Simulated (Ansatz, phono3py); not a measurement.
# Scattering channels in Sr3Y (hypothetical, Fm-3m), one at a time

Wanted: the sensitivity of κ of Sr3Y (hypothetical) to the choices of the transport step. The crystal structure is hypothetical: it was made by swapping elements on a known structure type.

Main program and level: Ansatz 0.2.0 and phono3py 4.10.0; DFT r2SCAN, scalar-relativistic, plane waves, PAW; PAW set soft_1, in the first sound run; inputs show where later runs differ.

## 1. The starting structure

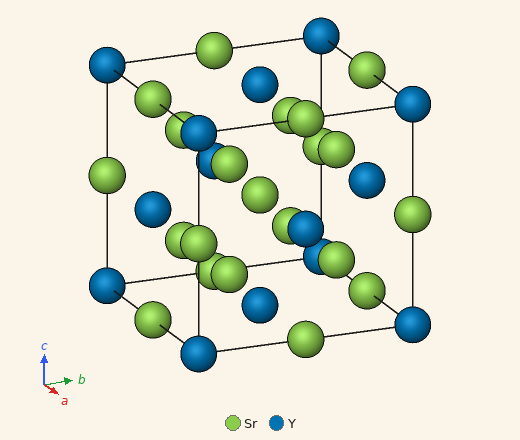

Start, viewed from a free direction; strontium green, yttrium blue. This picture shows the conventional cell, with its axes. Some periodic images of atoms are drawn too.

## 2. The earlier run that gave the force constants

input.yaml reads:

```yaml
crystal:
  lattice:
    - [0.0, 4.5384873077, 4.5384873077]
    - [4.5384873077, 0.0, 4.5384873077]
    - [4.5384873077, 4.5384873077, 0.0]
  atoms:
    - { symbol: Sr, position: [0.25, 0.25, 0.25] }
    - { symbol: Sr, position: [0.5, 0.5, 0.5] }
    - { symbol: Sr, position: [0.75, 0.75, 0.75] }
    - { symbol: "Y", position: [0.0, 0.0, 0.0] }
kpoints:
  mp_grid: { grid: [8, 8, 8] }
hamiltonian:
  xc: r2scan
  pseudopotentials: { kind: paw, azcp: { folder: soft_1 } }
scf:
  occupations: { method: methfessel_paxton, width: 0.2 }
  lower_state_search: "off"
output:
  eigenvalues: true
phonons:
  method: fd
  supercell: [2, 2, 2]
  temperatures: { t_max: 1000, t_step: 50 }
  qpath:
    path:
      - [[0.0, 0.0, 0.0], [0.5, 0.0, 0.5], [0.5, 0.25, 0.75], [0.375, 0.375, 0.75], [0.0, 0.0, 0.0], [0.5, 0.5, 0.5], [0.625, 0.25, 0.625], [0.5, 0.25, 0.75], [0.5, 0.5, 0.5], [0.375, 0.375, 0.75]]
      - [[0.625, 0.25, 0.625], [0.5, 0.0, 0.5]]
    npoints: 10
  third_order: { supercell: [2, 2, 2], pair_cutoff: 4.688 }
  lattice_thermal_conductivity:
    qmesh: [9, 9, 9]
    temperatures: [100.0, 150.0, 200.0, 300.0, 400.0, 500.0, 600.0, 800.0]
    isotope_mass_variance: [{ species: Sr, variance: 6.1e-05 }, { species: "Y", variance: 0.0 }]
  dielectric: false
```

Started as:

```console
$ ansatz run input.yaml --threads 18 --pin off --max-ram 92160MiB --backend cuda --events-out ev --progress --plain --runs-dir out --max-vram 78GiB
```

Run time: 6.2 min. Hardware: 1 × NVIDIA GB200 with 18 threads of Arm Neoverse V2, shared host; peak memory 5.5 GiB; 56 min of CPU time.

Numbers from this step:

```yaml
highest_frequency: 117.3 cm⁻¹
kappa_at_300_k_relaxation_time: 3.449 W/m/K
kappa_at_300_k_full_solution: 3.747 W/m/K
dipole_term: none
third_order_blocks: 460
```

## 3. Relaxation-time solution

The base run: each mode relaxes on its own with natural isotopes, and rates are split into normal and umklapp parts.

This step: DFT r2SCAN, scalar-relativistic, plane waves, PAW; PAW set soft_1; phono3py on Ansatz's force constants (phono3py 4.10.0).

phono3py.yaml reads:

```yaml
phono3py:
  version: "4.10.0"
  frequency_unit_conversion_factor: 15.633302
  symmetry_tolerance: 1.00000e-05

physical_unit:
  atomic_mass: "AMU"
  length: "angstrom"

space_group:
  type: "Fm-3m"
  number: 225
  Hall_symbol: "-F 4 2 3"

primitive_matrix:
- [  1.000000000000000,  0.000000000000000,  0.000000000000000 ]
- [  0.000000000000000,  1.000000000000000,  0.000000000000000 ]
- [  0.000000000000000,  0.000000000000000,  1.000000000000000 ]

supercell_matrix:
- [   2,   0,   0 ]
- [   0,   2,   0 ]
- [   0,   0,   2 ]

# [primitive_cell block left out]
unit_cell:
  lattice:
  - [     0.000000000000000,     4.538487307700000,     4.538487307700000 ] # a
  - [     4.538487307700000,     0.000000000000000,     4.538487307700000 ] # b
  - [     4.538487307700000,     4.538487307700000,     0.000000000000000 ] # c
  points:
  - symbol: Sr # 1
    coordinates: [  0.250000000000000,  0.250000000000000,  0.250000000000000 ]
    mass: 87.620000
    reduced_to: 1
  - symbol: Sr # 2
    coordinates: [  0.500000000000000,  0.500000000000000,  0.500000000000000 ]
    mass: 87.620000
    reduced_to: 2
  - symbol: Sr # 3
    coordinates: [  0.750000000000000,  0.750000000000000,  0.750000000000000 ]
    mass: 87.620000
    reduced_to: 3
  - symbol: Y # 4
    coordinates: [  0.000000000000000,  0.000000000000000,  0.000000000000000 ]
    mass: 88.905838
    reduced_to: 4

# [supercell block left out]
phonon_supercell_matrix:
- [   2,   0,   0 ]
- [   0,   2,   0 ]
- [   0,   0,   2 ]

# [phonon_primitive_cell block left out]
# [phonon_supercell block left out]
```

Started as:

```console
$ phono3py phono3py.yaml --mesh 9 9 9 --br --isotope --nu --ts 100 150 200 300 400 500 600 800
```

The program printed:

```text
Rust backend (phonors) using rayon (8 threads).
Running in phono3py.load mode.
Spglib version 2.8.0
----------------------------- General settings -----------------------------
Run mode: conductivity-RTA
HDF5 data compression filter: gzip
Crystal structure was read from "phono3py.yaml".
Supercell (dim): [2 2 2]
Phonon supercell (dim-fc2): [2 2 2]
Primitive matrix:
  [1. 0. 0.]
  [0. 1. 0.]
  [0. 0. 1.]
Spacegroup: Fm-3m (225)
Use -v option to watch primitive cell, unit cell, and supercell structures.
fc3 was read from "fc3.hdf5".
fc2 was read from "fc2.hdf5".
----------------------------- Force constants ------------------------------
Max drift of fc3: 0.00000100 (zzy) 0.00000100 (zzy) 0.00000100 (zyz)
Max drift of fc2: 0.00000200 (xx) 0.00000200 (xx)
--------------------------- Calculation settings ---------------------------
Non-analytical term correction (NAC): True
BZ integration: Tetrahedron-method
Temperature:  100.0  150.0  200.0  300.0  400.0 ... 800.0
Cutoff frequency: 0.01
Mesh sampling: [ 9 9 9 ]
Generating grid system ... [ 9 9 9 ]
fc3-r2q-transformation over three atoms: True
--------------------------- Phonon calculations ----------------------------
Running harmonic phonon calculations...
-------------------- Lattice thermal conductivity (RTA) --------------------
Running heat capacity calculations...
Running velocity calculations...
Running isotope scattering calculations with tetrahedron method...
======================= Grid point 0 (1/35) =======================
q-point: ( 0.00  0.00  0.00)
Boundary mean free path (millimeter): 1000.000
Mass variance parameters: 6.10e-05 6.10e-05 6.10e-05 0.00e+00
Number of triplets: 35
Frequency     group velocity (x, y, z)     |gv|
   0.002   (   0.000    0.000    0.000)    0.000
   0.002   (   0.000    0.000    0.000)    0.000
   0.002   (   0.000    0.000    0.000)    0.000
   2.472   (   0.000    0.000    0.000)    0.000
   2.472   (   0.000    0.000    0.000)    0.000
   2.472   (   0.000    0.000    0.000)    0.000
   2.743   (   0.000    0.000    0.000)    0.000
   2.743   (   0.000    0.000    0.000)    0.000
   2.743   (   0.000    0.000    0.000)    0.000
   3.516   (   0.000    0.000    0.000)    0.000
   3.516   (   0.000    0.000    0.000)    0.000
   3.516   (   0.000    0.000    0.000)    0.000
======================= Grid point 1 (2/35) =======================
q-point: ( 0.11  0.00  0.00)
Boundary mean free path (millimeter): 1000.000
Mass variance parameters: 6.10e-05 6.10e-05 6.10e-05 0.00e+00
Number of triplets: 85
Frequency     group velocity (x, y, z)     |gv|
   0.402   ( -10.791   10.791   10.791)   18.690
   0.402   ( -10.791   10.791   10.791)   18.690
   0.799   ( -21.208   21.208   21.208)   36.734
   2.189   (  10.857  -10.857  -10.857)   18.805
[...]
[32 grid points left out]
======================= Grid point 209 (35/35) =======================
q-point: ( 0.67  0.44  0.22)
Boundary mean free path (millimeter): 1000.000
Mass variance parameters: 6.10e-05 6.10e-05 6.10e-05 0.00e+00
Number of triplets: 205
Frequency     group velocity (x, y, z)     |gv|
[...]
2.270   (   0.000    2.683    9.128)    9.514
   2.381   (   0.000   -0.175   -3.499)    3.503
   2.481   (  -0.000   -1.551    0.186)    1.562
   2.537   (   0.000   -0.316   -8.786)    8.792
   2.827   (   0.000    8.589    9.705)   12.960
   3.041   (   0.000    4.412   -7.461)    8.667
   3.072   (  -0.000   -7.889   -0.739)    7.923
   3.223   (  -0.000   -0.197   -1.792)    1.802
=================== End of collection of collisions ===================
----------- Thermal conductivity (W/m-k) with tetrahedron method -----------
#  T(K)        xx         yy         zz         yz         xz         xy
  100.0       9.010      9.010      9.010      0.000     -0.000     -0.000
  150.0       6.156      6.156      6.156      0.000     -0.000     -0.000
  200.0       4.665      4.665      4.665      0.000     -0.000     -0.000
  300.0       3.137      3.137      3.137      0.000     -0.000     -0.000
  400.0       2.361      2.361      2.361      0.000     -0.000     -0.000
  500.0       1.893      1.893      1.893      0.000     -0.000     -0.000
  600.0       1.579      1.579      1.579      0.000     -0.000     -0.000
  800.0       1.186      1.186      1.186      0.000     -0.000     -0.000

Thermal conductivity related properties were written into
"kappa-m999.hdf5".
Summary of calculation was written in "phono3py.yaml".
```

Wall time 1.3 s (8 threads); peak memory 0.07 GiB; 4.4 s of CPU time.

Numbers from this step:

- κ at 300 K: 3.137 W/m/K
- κ xx, yy, zz at 300 K: 3.137, 3.137, 3.137 W/m/K
- normal share of three-phonon scattering at 300 K: 0.473

W/m/K. Kappa, by row:

| T (K) | xx | yy | zz | yz | xz | xy |
| --- | --- | --- | --- | --- | --- | --- |
| 100 | 9.01 | 9.01 | 9.01 | 0 | 0 | 0 |
| 150 | 6.156 | 6.156 | 6.156 | 0 | 0 | 0 |
| 200 | 4.665 | 4.665 | 4.665 | 0 | 0 | 0 |
| 300 | 3.137 | 3.137 | 3.137 | 0 | 0 | 0 |
| 400 | 2.361 | 2.361 | 2.361 | 0 | 0 | 0 |
| 500 | 1.893 | 1.893 | 1.893 | 0 | 0 | 0 |
| 600 | 1.579 | 1.579 | 1.579 | 0 | 0 | 0 |
| 800 | 1.186 | 1.186 | 1.186 | 0 | 0 | 0 |

Table of lattice thermal conductivity, xx by temperature:

| temperature (K) | lattice thermal conductivity, xx (W/m/K) |
| --- | --- |
| 100 | 9.01 |
| 150 | 6.16 |
| 200 | 4.67 |
| 300 | 3.14 |
| 400 | 2.36 |
| 500 | 1.89 |
| 600 | 1.58 |
| 800 | 1.19 |

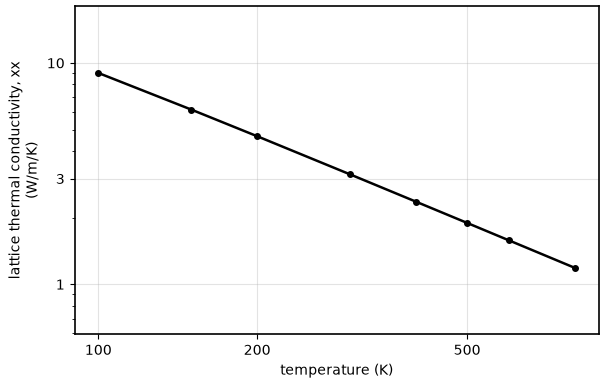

Lattice thermal conductivity, xx, plotted against temperature.

Table of mean scattering rate at 300 K by frequency:

| frequency (THz) | normal (1/ps) | umklapp (1/ps) |
| --- | --- | --- |
| 0.07 | - | - |
| 0.22 | - | - |
| 0.37 | 0.0303 | 0.00332 |
| 0.51 | - | - |
| 0.66 | 0.0477 | 0.0193 |
| 0.81 | 0.0551 | 0.0301 |
| 0.95 | 0.0653 | 0.0401 |
| 1.10 | 0.065 | 0.0594 |
| 1.25 | 0.0608 | 0.0936 |
| 1.39 | 0.0637 | 0.0946 |
| 1.54 | 0.064 | 0.0793 |
| 1.69 | 0.0722 | 0.0685 |
| 1.83 | 0.0713 | 0.0668 |
| 1.98 | 0.0623 | 0.0796 |
| 2.13 | 0.0499 | 0.0572 |
| 2.27 | 0.0421 | 0.0417 |
| 2.42 | 0.0708 | 0.0432 |
| 2.57 | 0.07 | 0.0859 |
| 2.71 | 0.0955 | 0.111 |
| 2.86 | 0.0986 | 0.149 |
| 3.01 | 0.0673 | 0.0837 |
| 3.15 | 0.0848 | 0.107 |
| 3.30 | 0.0886 | 0.138 |
| 3.45 | 0.155 | 0.121 |

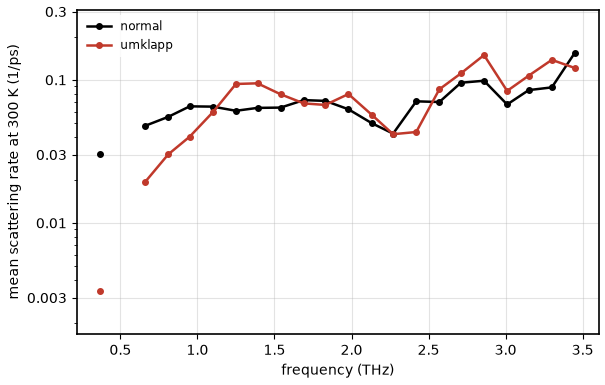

Mean scattering rate at 300 K, plotted against frequency.

The base value at 300 K is 3.14 W/(m K).

The lattice thermal conductivity, xx is 3.14 W/m/K at 300 K, going as T^-1.0 above 200 K.

## 4. Two programs, one set of constants

This step: DFT r2SCAN, scalar-relativistic, plane waves, PAW; PAW set soft_1 (Ansatz 0.2.0).

Ansatz's figure includes its coherence part. Comparison, by row:

| T (K) | Ansatz RTA (W/m/K) | phono3py RTA (W/m/K) | difference (%) |
| --- | --- | --- | --- |
| 100 | 9.732 | 9.01 | -7.42 |
| 150 | 6.66 | 6.156 | -7.57 |
| 200 | 5.069 | 4.665 | -7.97 |
| 300 | 3.449 | 3.137 | -9.05 |
| 400 | 2.633 | 2.361 | -10.33 |
| 500 | 2.142 | 1.893 | -11.62 |
| 600 | 1.814 | 1.579 | -12.95 |
| 800 | 1.405 | 1.186 | -15.59 |

## 5. Without isotopes, third order supercell 2×2×2, supercell 2×2×2

Leaving out the isotope term shows how much the natural mass disorder scatters.

This step: DFT r2SCAN, scalar-relativistic, plane waves, PAW; PAW set soft_1; phono3py on Ansatz's force constants (phono3py 4.10.0).

phono3py.yaml is that of step 3.

Started as:

```console
$ phono3py phono3py.yaml --mesh 9 9 9 --br --ts 100 150 200 300 400 500 600 800
```

The program printed:

```text
Rust backend (phonors) using rayon (8 threads).
Running in phono3py.load mode.
Spglib version 2.8.0
----------------------------- General settings -----------------------------
Run mode: conductivity-RTA
HDF5 data compression filter: gzip
Crystal structure was read from "phono3py.yaml".
Supercell (dim): [2 2 2]
Phonon supercell (dim-fc2): [2 2 2]
Primitive matrix:
  [1. 0. 0.]
  [0. 1. 0.]
  [0. 0. 1.]
Spacegroup: Fm-3m (225)
Use -v option to watch primitive cell, unit cell, and supercell structures.
fc3 was read from "fc3.hdf5".
fc2 was read from "fc2.hdf5".
----------------------------- Force constants ------------------------------
Max drift of fc3: 0.00000100 (zzy) 0.00000100 (zzy) 0.00000100 (zyz)
Max drift of fc2: 0.00000200 (xx) 0.00000200 (xx)
--------------------------- Calculation settings ---------------------------
Non-analytical term correction (NAC): True
BZ integration: Tetrahedron-method
Temperature:  100.0  150.0  200.0  300.0  400.0 ... 800.0
Cutoff frequency: 0.01
Mesh sampling: [ 9 9 9 ]
Generating grid system ... [ 9 9 9 ]
fc3-r2q-transformation over three atoms: True
--------------------------- Phonon calculations ----------------------------
Running harmonic phonon calculations...
-------------------- Lattice thermal conductivity (RTA) --------------------
Running heat capacity calculations...
Running velocity calculations...
======================= Grid point 0 (1/35) =======================
q-point: ( 0.00  0.00  0.00)
Boundary mean free path (millimeter): 1000.000
Number of triplets: 35
Frequency     group velocity (x, y, z)     |gv|
   0.002   (   0.000    0.000    0.000)    0.000
   0.002   (   0.000    0.000    0.000)    0.000
   0.002   (   0.000    0.000    0.000)    0.000
   2.472   (   0.000    0.000    0.000)    0.000
   2.472   (   0.000    0.000    0.000)    0.000
   2.472   (   0.000    0.000    0.000)    0.000
   2.743   (   0.000    0.000    0.000)    0.000
   2.743   (   0.000    0.000    0.000)    0.000
   2.743   (   0.000    0.000    0.000)    0.000
   3.516   (   0.000    0.000    0.000)    0.000
   3.516   (   0.000    0.000    0.000)    0.000
   3.516   (   0.000    0.000    0.000)    0.000
======================= Grid point 1 (2/35) =======================
q-point: ( 0.11  0.00  0.00)
Boundary mean free path (millimeter): 1000.000
Number of triplets: 85
Frequency     group velocity (x, y, z)     |gv|
   0.402   ( -10.791   10.791   10.791)   18.690
   0.402   ( -10.791   10.791   10.791)   18.690
   0.799   ( -21.208   21.208   21.208)   36.734
   2.189   (  10.857  -10.857  -10.857)   18.805
[...]
[32 grid points left out]
======================= Grid point 209 (35/35) =======================
q-point: ( 0.67  0.44  0.22)
Boundary mean free path (millimeter): 1000.000
Number of triplets: 205
Frequency     group velocity (x, y, z)     |gv|
[...]
2.270   (   0.000    2.683    9.128)    9.514
   2.381   (   0.000   -0.175   -3.499)    3.503
   2.481   (  -0.000   -1.551    0.186)    1.562
   2.537   (   0.000   -0.316   -8.786)    8.792
   2.827   (   0.000    8.589    9.705)   12.960
   3.041   (   0.000    4.412   -7.461)    8.667
   3.072   (  -0.000   -7.889   -0.739)    7.923
   3.223   (  -0.000   -0.197   -1.792)    1.802
=================== End of collection of collisions ===================
----------- Thermal conductivity (W/m-k) with tetrahedron method -----------
#  T(K)        xx         yy         zz         yz         xz         xy
  100.0       9.182      9.182      9.182      0.000     -0.000     -0.000
  150.0       6.240      6.240      6.240      0.000     -0.000     -0.000
  200.0       4.714      4.714      4.714      0.000     -0.000     -0.000
  300.0       3.160      3.160      3.160      0.000     -0.000     -0.000
  400.0       2.374      2.374      2.374      0.000     -0.000     -0.000
  500.0       1.901      1.901      1.901      0.000     -0.000     -0.000
  600.0       1.585      1.585      1.585      0.000     -0.000     -0.000
  800.0       1.189      1.189      1.189      0.000     -0.000     -0.000

Thermal conductivity related properties were written into
"kappa-m999.hdf5".
Summary of calculation was written in "phono3py.yaml".
```

Wall time 1.1 s (8 threads); peak memory 0.07 GiB; 3.5 s of CPU time.

Numbers from this step:

```yaml
kappa_at_300_k: 3.16 W/m/K
kappa_xx_yy_zz_at_300_k: 3.16, 3.16, 3.16 W/m/K
```

W/m/K. Kappa, by row:

| T (K) | xx | yy | zz | yz | xz | xy |
| --- | --- | --- | --- | --- | --- | --- |
| 100 | 9.182 | 9.182 | 9.182 | 0 | 0 | 0 |
| 150 | 6.24 | 6.24 | 6.24 | 0 | 0 | 0 |
| 200 | 4.714 | 4.714 | 4.714 | 0 | 0 | 0 |
| 300 | 3.16 | 3.16 | 3.16 | 0 | 0 | 0 |
| 400 | 2.374 | 2.374 | 2.374 | 0 | 0 | 0 |
| 500 | 1.901 | 1.901 | 1.901 | 0 | 0 | 0 |
| 600 | 1.585 | 1.585 | 1.585 | 0 | 0 | 0 |
| 800 | 1.189 | 1.189 | 1.189 | 0 | 0 | 0 |

κ at 300 K goes from 3.14 in the base run to 3.16 W/(m K).

[end of part 1 of 5]

[Logs are printed without paths, hosts, clocks, repeated set-up lines and the standing remarks that a program may print on its own settings, such as how far it seeks lower states.]

[Hosts, paths, dates, database ids (printed as entryN), source tags and the programs' standing remarks are cut or masked in the printed files.]

[A step with changed settings may run another functional than the one named; its input shows which.]
